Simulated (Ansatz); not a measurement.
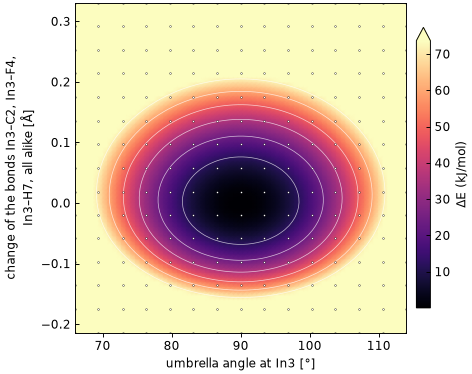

CH₃F₂In, SMILES F[CH2][InH][F]. The first coordinate is: umbrella angle at In3 (between each of its bonds and their common axis; 90 is planar); the second: change of the bonds In3–C2, In3–F4, In3–H7, all alike. Nothing is relaxed (all other coordinates rigid). Grid: 15 × 15 points. Points are written as (first, second). Energies are in kJ/mol, from the relaxed molecule at the same level. Computed with Ansatz, RKS CAM-B3LYP-D4/def2-SVP.

The picture shows a smooth colour map with a few white contour lines, dots at the grid points, one colour for all values above the top of the scale. Between grid points the surface is interpolated.

Where is the minimum, and how stiff is the well along each coordinate?

Answer. The interpolated minimum is at the first coordinate ≈ 90.0°, the second coordinate ≈ 0.000 Å. The curvatures there are about 11 eV/rad² and 48 eV/Å², with a cross term of about 0 eV/(rad·Å). Round the minimum the two coordinates are nearly uncoupled. (1 eV is 96.5 kJ/mol.)
